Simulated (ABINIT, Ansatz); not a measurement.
# A GW chain in ABINIT: AlGaN2 (P-4m2)

Wanted: ground state, empty states, screening and self-energy for AlGaN2 (P-4m2).

Method: LDA and many-body steps on it, plane waves, in ABINIT 10.8.3.

## (1) Starting point

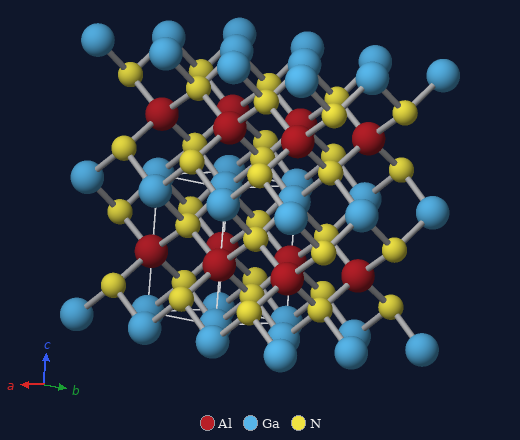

The cell as given, from a free direction (aluminium red, gallium blue, nitrogen yellow). 2×3×2 cells are drawn. Some periodic images of atoms are drawn too.

As a file:

```cif
data_structure
_symmetry_space_group_name_H-M 'P-4m2'
_symmetry_Int_Tables_number 115
_cell_length_a 3.1409
_cell_length_b 3.1409
_cell_length_c 4.4238
_cell_angle_alpha 90.000
_cell_angle_beta 90.000
_cell_angle_gamma 90.000
_cell_volume 43.64
loop_
_atom_site_label
_atom_site_type_symbol
_atom_site_symmetry_multiplicity
_atom_site_Wyckoff_symbol
_atom_site_fract_x
_atom_site_fract_y
_atom_site_fract_z
_atom_site_occupancy
Al1 Al 1 c 0.50000 0.50000 0.50000 1
Ga1 Ga 1 a 0.00000 0.00000 0.00000 1
N1 N 2 g 0.50000 0.00000 0.73826 1
```

The cell and positions are those that the Materials Project relaxed with its own functionals (PBE, PBE+U or r2SCAN), kept fixed.

## (2) Ground state

This step: ABINIT 10.8.3; DFT, LDA, plane waves, norm-conserving pseudopotentials.

The ground-state density comes first.

File run.abi:

```
acell 3*1.0 Angstrom
rprim 
  3.140877048700 0.000000000000 0.000000000000
  0.000000000000 3.140877048700 0.000000000000
  0.000000000000 0.000000000000 4.423837940000
ntypat 3
znucl 13 31 7
natom 4
typat 1 2 3 3
xred 
  0.500000000000 0.500000000000 0.500000000000
  0.000000000000 0.000000000000 0.000000000000
  0.500000000000 0.000000000000 0.738264810000
  0.000000000000 0.500000000000 0.261735190000
pp_dirpath "pseudos"
pseudos "Al.upf, Ga.upf, N.upf"
ecut 45
ngkpt 6 6 6
nshiftk 1
shiftk 0 0 0
kptopt 1
chksymbreak 0
nband 23
occopt 1
tolvrs 1e-10
nstep 60
prtwf 0
optforces 0
optstress 0
indata_prefix "in"
outdata_prefix "out"
tmpdata_prefix "tmp"
```

The run is started by

```bash
$ OMP_NUM_THREADS=1 mpirun -n 4 abinit run.abi > log
```

Numbers of over 12 decimals in the logs are rounded to 6 here.

Log:

```text
.Version 10.8.3 of ABINIT. v10.8.2 released Aug 2026.

 Symmetries : space group P-4 m 2 (#115); Bravais tP (primitive tetrag.)
================================================================================
 Values of the parameters that define the memory need of the present run
     intxc =       0    ionmov =       0      iscf =       7    lmnmax =       6
     lnmax =       6     mgfft =      54  mpssoang =       3    mqgrid =    3001
     natom =       4  nloc_mem =       1    nspden =       1   nspinor =       1
    nsppol =       1      nsym =       8    n1xccc =    2501    ntypat =       3
    occopt =       1   xclevel =       1
-    mband =          23        mffmem =           1         mkmem =          10
       mpw =        4284          nfft =       69984          nkpt =          40
================================================================================
  Rough estimation (10% accuracy) of disk space for files :
================================================================================

--------------------------------------------------------------------------------
------------- Echo of variables that govern the present computation ------------
--------------------------------------------------------------------------------
 -outvars: echo values of preprocessed input variables --------
            acell      1.8897261259E+00  1.8897261259E+00  1.8897261259E+00 Bohr

      chksymbreak           0
             ecut      4.50000000E+01 Hartree
-          fftalg         312

              ixc       -1012
              kpt      0.00000000E+00  0.00000000E+00  0.00000000E+00
                       1.66666667E-01  0.00000000E+00  0.00000000E+00
                       3.33333333E-01  0.00000000E+00  0.00000000E+00
                       5.00000000E-01  0.00000000E+00  0.00000000E+00
                       1.66666667E-01  1.66666667E-01  0.00000000E+00
                       3.33333333E-01  1.66666667E-01  0.00000000E+00
                       5.00000000E-01  1.66666667E-01  0.00000000E+00
                       3.33333333E-01  3.33333333E-01  0.00000000E+00
                       5.00000000E-01  3.33333333E-01  0.00000000E+00
   [... 29 further rows ...]
                       5.00000000E-01  3.33333333E-01  5.00000000E-01
                       5.00000000E-01  5.00000000E-01  5.00000000E-01
         kptrlatt        6    0    0      0    6    0      0    0    6
          kptrlen      3.56123845E+01
P           mkmem          10
            natom           4
            nband          23
            ngfft          36      36      54
             nkpt          40
            nstep          60
             nsym           8
           ntypat           3
              occ      2.000000  2.000000  2.000000  2.000000  2.000000  2.000000
                       2.000000  2.000000  2.000000  2.000000  2.000000  2.000000
                       2.000000  2.000000  2.000000  2.000000  2.000000  0.000000
                       0.000000  0.000000  0.000000  0.000000  0.000000
        optforces           0
        optstress           0
            prtwf           0
            rprim      3.1408770487E+00  0.0000000000E+00  0.0000000000E+00
[...]
spgroup         115

           tolvrs      1.00000000E-10

             xred      5.0000000000E-01  5.0000000000E-01  5.0000000000E-01
[...]
znucl       13.00000   31.00000    7.00000

================================================================================

 chkinp: Checking input parameters for consistency.

================================================================================
== DATASET  1 ==================================================================
-   mpi_nproc: 4, omp_nthreads: 1 (-1 if OMP is not activated)

--- !DatasetInfo
iteration_state: {dtset: 1, }
dimensions: {natom: 4, nkpt: 40, mband: 23, nsppol: 1, nspinor: 1, nspden: 1, mpw: 4284, }
cutoff_energies: {ecut:  45.0, pawecutdg:  -1.0, }
electrons: {nelect:   3.40000000E+01, charge:   0.00000000E+00, occopt:   1.00000000E+00, tsmear:   1.00000000E-02, }

 Real(R)+Recip(G) space primitive vectors, cartesian coordinates (Bohr,Bohr^-1):
 R(1)=  5.9353974  0.0000000  0.0000000  G(1)=  0.1684807  0.0000000  0.0000000
 R(2)=  0.0000000  5.9353974  0.0000000  G(2)=  0.0000000  0.1684807  0.0000000
 R(3)=  0.0000000  0.0000000  8.3598421  G(3)=  0.0000000  0.0000000  0.1196195
 Unit cell volume ucvol=  2.9450840E+02 bohr^3
 Angles (23,13,12)=  9.00000000E+01  9.00000000E+01  9.00000000E+01 degrees

 getcut: wavevector=  0.0000  0.0000  0.0000  ngfft=  36  36  54
         ecut(hartree)=     45.000   => boxcut(ratio)=   2.00854

--- Pseudopotential description ------------------------------------------------
- Al Generated using ONCVPSP code by D. R. Hamann
- 13.00000   3.00000  180309                  znucl, zion, pspdat
12 -1012 2 -1 1854                            pspcod,pspxc,lmax,lloc,mmax
     nproj     2     2     2
  pspatm : epsatm=    0.57439143
         --- l  ekb(1:nproj) -->
[...]
pspatm: atomic psp has been read  and splines computed

- Ga Generated using ONCVPSP code by D. R. Hamann
- 31.00000  21.00000  180309                  znucl, zion, pspdat
12 -1012 2 -1 1858                            pspcod,pspxc,lmax,lloc,mmax
     nproj     2     2     2
  pspatm : epsatm=   21.89818218
         --- l  ekb(1:nproj) -->
[...]
pspatm: atomic psp has been read  and splines computed

- N Generated using ONCVPSP code by D. R. Hamann
-  7.00000   5.00000  180309                  znucl, zion, pspdat
12 -1012 1 -1 1058                            pspcod,pspxc,lmax,lloc,mmax
     nproj     2     2     0
  pspatm : epsatm=    5.30777321
         --- l  ekb(1:nproj) -->
[...]
pspatm: atomic psp has been read  and splines computed

   1.12499608E+03                                ecore*ucvol(ha*bohr**3)
--------------------------------------------------------------------------------

_setup2: Arith. and geom. avg. npw (full set) are    4245.866    4245.847

================================================================================

--- !BeginCycle
iteration_state: {dtset: 1, }
solver: {iscf: 7, nstep: 60, nline: 4, wfoptalg: 0, }
tolerances: {tolvrs: 1.00E-10, }

     iter   Etot(hartree)      deltaE(h)  residm     vres2
 ETOT  1  -268.46381680673    -2.685E+02 5.525E-01 4.344E+03
 ETOT  2  -269.85712284847    -1.393E+00 2.907E-01 6.434E+03
 ETOT  3  -271.13201659878    -1.275E+00 4.136E-02 3.906E+02
 ETOT  4  -271.15405070222    -2.203E-02 4.326E-02 2.631E+02
 ETOT  5  -271.18163073044    -2.758E-02 6.449E-03 5.839E+01
 ETOT  6  -271.19066500267    -9.034E-03 1.682E-02 2.179E+00
 ETOT  7  -271.19068585990    -2.086E-05 2.039E-03 1.983E+00
 ETOT  8  -271.19102367464    -3.378E-04 3.602E-03 9.336E-03
 ETOT  9  -271.19102487956    -1.205E-06 4.438E-03 6.666E-04
 ETOT 10  -271.19102502098    -1.414E-07 3.352E-03 2.028E-06
 ETOT 11  -271.19102502141    -4.342E-10 3.803E-03 5.166E-07
 ETOT 12  -271.19102502149    -7.913E-11 4.086E-03 3.238E-10
 ETOT 13  -271.19102502149    -3.070E-12 4.140E-03 2.510E-12

 At SCF step   13       vres2   =  2.51E-12 < tolvrs=  1.00E-10 =>converged.

--- !ResultsGS
iteration_state: {dtset: 1, }
comment   : Summary of ground state results
lattice_vectors:
- [  5.9353974,   0.0000000,   0.0000000, ]
- [  0.0000000,   5.9353974,   0.0000000, ]
- [  0.0000000,   0.0000000,   8.3598421, ]
lattice_lengths: [   5.93540,    5.93540,    8.35984, ]
lattice_angles: [ 90.000,  90.000,  90.000, ] # degrees, (23, 13, 12)
lattice_volume:   2.9450840E+02
convergence: {deltae: -3.070E-12, res2:  2.510E-12, residm:  4.140E-03, diffor:  0.000E+00, }
etotal    :  -2.71191025E+02
entropy   :   0.00000000E+00
fermie    :   2.22581525E-01
cartesian_stress_tensor: null
pressure_GPa: null
xred      :
- [  5.0000E-01,   5.0000E-01,   5.0000E-01, Al]
- [  0.0000E+00,   0.0000E+00,   0.0000E+00, Ga]
- [  5.0000E-01,   0.0000E+00,   7.3826E-01,  N]
- [  0.0000E+00,   5.0000E-01,   2.6174E-01,  N]
cartesian_forces: null
force_length_stats: {min: null, max: null, mean: null, }

 Integrated electronic density in atomic spheres:
 ------------------------------------------------
 Atom  Sphere_radius  Integrated_density
[...]
4        2.00000          5.28690108
================================================================================

 ----iterations are completed or convergence reached----

 Mean square residual over all n,k,spin=   68.267E-07; max=  41.403E-04
 reduced coordinates (array xred) for    4 atoms
       0.500000000000      0.500000000000      0.500000000000
       0.000000000000      0.000000000000      0.000000000000
       0.500000000000      0.000000000000      0.738264810000
       0.000000000000      0.500000000000      0.261735190000
 rms dE/dt=  0.0000E+00; max dE/dt=  0.0000E+00; dE/dt below (all hartree)
    1       0.000000000000      0.000000000000      0.000000000000
    2       0.000000000000      0.000000000000      0.000000000000
    3       0.000000000000      0.000000000000      0.000000000000
    4       0.000000000000      0.000000000000      0.000000000000

 cartesian coordinates (angstrom) at end:
    1      1.570439     1.570439     2.211919
    2      0.000000     0.000000     0.000000
    3      1.570439     0.000000     3.265964
    4      0.000000     1.570439     1.157874
 length scales=  1.889726125908  1.889726125908  1.889726125908 bohr
              =  1.000000000000  1.000000000000  1.000000000000 angstroms
 prteigrs : about to open file out_EIG
 Fermi (or HOMO) energy (hartree) =   0.22258   Average Vxc (hartree)=  -0.42787
 Eigenvalues (hartree) for nkpt=  40  k points:
 kpt#   1, nband= 23, wtk=  0.00463, kpt=  0.0000  0.0000  0.0000 (reduced coord)
  -4.96368   -3.16894   -3.16894   -3.16846   -0.34131   -0.29483   -0.26179   -0.26179
  -0.26023   -0.25465   -0.20369    0.01706    0.13656    0.13656    0.21393    0.22258
   0.22258    0.32813    0.35234    0.49720    0.63058    0.63058    0.63474
 prteigrs : prtvol=0 or 1, do not print more k-points.

--- !EnergyTerms
iteration_state     : {dtset: 1, }
comment             : Components of total free energy in Hartree
kinetic             :  1.35592449165711E+02
hartree             :  1.21043899684285E+02
xc                  : -3.25747672869514E+01
Ewald energy        : -1.26923681553129E+02
psp_core            :  3.81991172117360E+00
local_psp           : -3.10955074427216E+02
non_local_psp       : -6.11937623253672E+01
total_energy        : -2.71191025021493E+02
total_energy_eV     : -7.37948372830336E+03
band_energy         : -3.11703394281187E+01

== END DATASET(S) ==============================================================
================================================================================

 -outvars: echo values of variables after computation  --------
           etotal     -2.7119102502E+02
            nband          23
             nkpt          40
          spgroup         115
 [... the other variables as echoed above ...]

 Calculation completed.
```

Wall time 43 s (4 MPI ranks of Arm Neoverse V1, shared host); peak memory 0.34 GiB.

This step gave:

```
total energy               : -7379.4837 eV
gap                        : 2.872 eV
k of the valence top       : 0, 0, 0
k of the conduction bottom : 0, 0, 0
least direct gap           : 2.872 eV
```

The gap is direct, at Γ.

(Continued in part 2 of 3.)

[Paths, hosts, dates, memory and timing lines, banners, echoed tables and standing remarks are left out of the program output.]

[Logs are printed without paths, hosts, clocks, repeated set-up lines and the standing remarks that a program may print on its own settings, such as how far it seeks lower states.]

[Runs of the session that timed out or met a known fault of the program may be left out.]

[Hosts, paths, dates, database ids (printed as entryN), source tags and the programs' standing remarks are cut or masked in the printed files.]

[G0W0 gaps are taken among the corrected bands and points alone; a level outside them can change the order at an edge.]

[Where Ansatz stands beside ABINIT at settings called matched, ABINIT's density can come from a denser mesh and the files from another edition; pairs whose starting gaps differed by over 0.03 eV were left out, so agreement reads better than it is.]
